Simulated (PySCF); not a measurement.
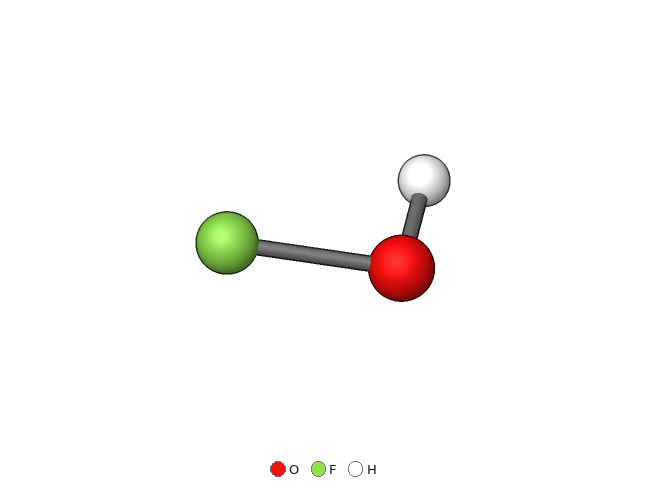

Rendered structure (ball-and-stick style). Every bond is drawn as one stick, whatever its order.

The computed structure is the end point of a PBE0-D3(BJ)/def2-SVP optimisation. No frequency run is at hand to confirm it as a minimum.

Give the formula.

Answer. FHO, 3 atoms: 1 fluorine, 1 hydrogen and 1 oxygen.

Which point group does it belong to?

Answer. Cs.

More results for the same structure follow; atom numbers are the same in all pictures, views and colours differ.

**NMR shielding**

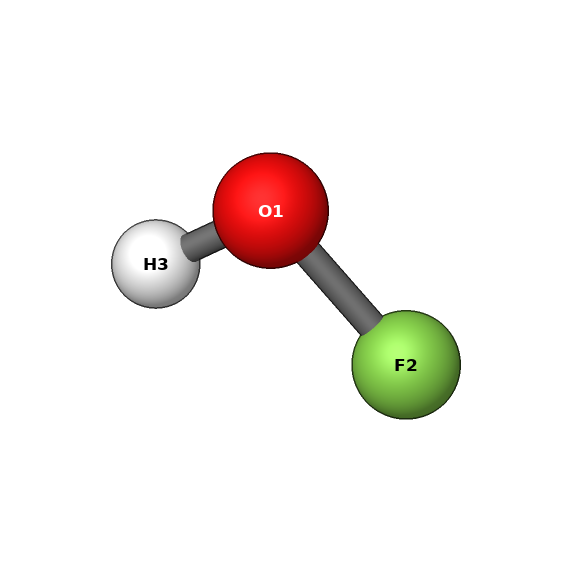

No frequency run is at hand to confirm it as a minimum. Method: GIAO PBE0/cc-pVTZ NMR shielding, non-relativistic, gas phase (PySCF 2.14.0). Principal shieldings σ11 ≤ σ22 ≤ σ33, span Ω = σ33 − σ11, skew κ = 3(σiso − σ22)/Ω.

Give the shielding tensors of the F atoms.

```json
{"atom": "F2", "σ11": "2.9", "σ22": "182.4", "σ33": "486.1", "σiso": "223.8", "Ω": "483.2", "κ": "0.26"}
```

Shieldings and span in ppm.

**Excitation**

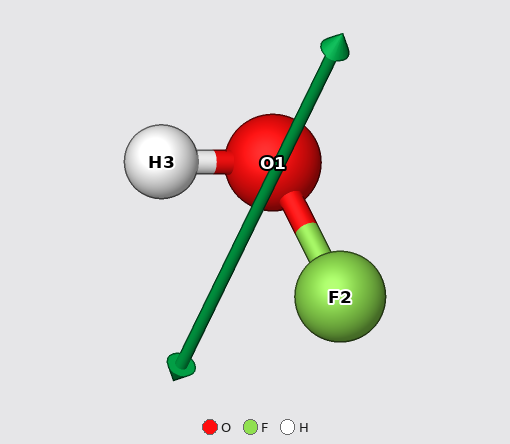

The double arrow shows the direction of the transition dipole to excited singlet state 9 (its length means nothing). No frequency run is at hand to confirm it as a minimum. Method: TDDFT HF/def2-SVPD, vertical, gas phase, core orbitals frozen in the response (PySCF 2.14.0).

How is the transition polarised?

Answer. Normal to the molecular plane.

Give its energy, strength and character.

Answer. 13.33 eV (93 nm), oscillator strength 0.028, of mixed character, with the largest part HOMO → LUMO+2 (weight 0.35); transition dipole 0.75 D.

**Quadrupole coupling**

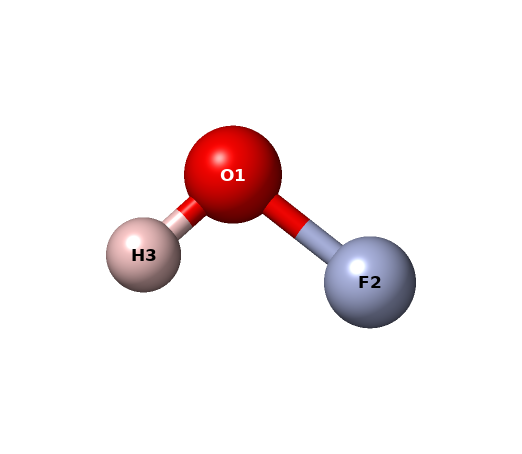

No frequency run is at hand to confirm it as a minimum. Electric field gradients from the ground-state density, PBE0/cc-pVDZ (PySCF 2.14.0), non-relativistic apart from any core potentials.

Give the largest field-gradient component, the quadrupole coupling constant and the asymmetry for 17O at O1 (Q = −25.6 mb), 2H at H3 (Q = 2.86 mb).

| atom | V_zz (a.u.) | e²qQ/h (MHz) | η |
| --- | --- | --- | --- |
| O1 | 3.214 | −19.33 | 0.94 |
| H3 | 0.438 | 0.294 | 0.25 |

**Polarisability**

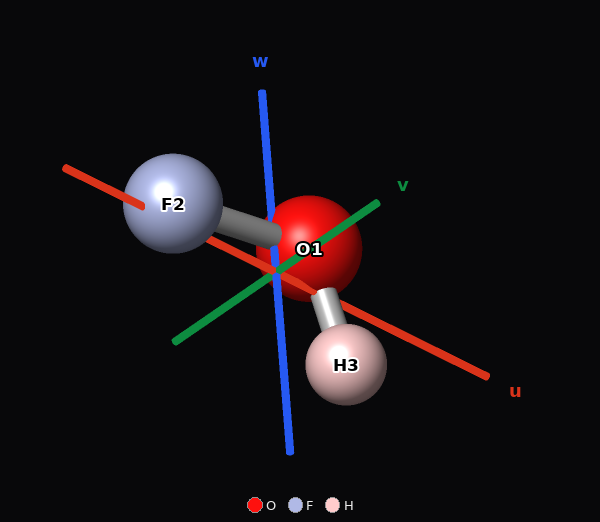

The lines u, v and w are the principal axes of the static dipole polarisability. No frequency run is at hand to confirm it as a minimum. Level of theory: HF/def2-SVPD (PySCF 2.14.0).

Along which axis is the molecule most polarisable, and along which least?

Answer. Most along u (in the molecular plane, nearly parallel to the O1–F2 bond), least along v (normal to the molecular plane).

Give the three principal values.

Answer. u 15.3, v 7.6, w 8.8 bohr³; mean 10.5, anisotropy 7.2 bohr³.
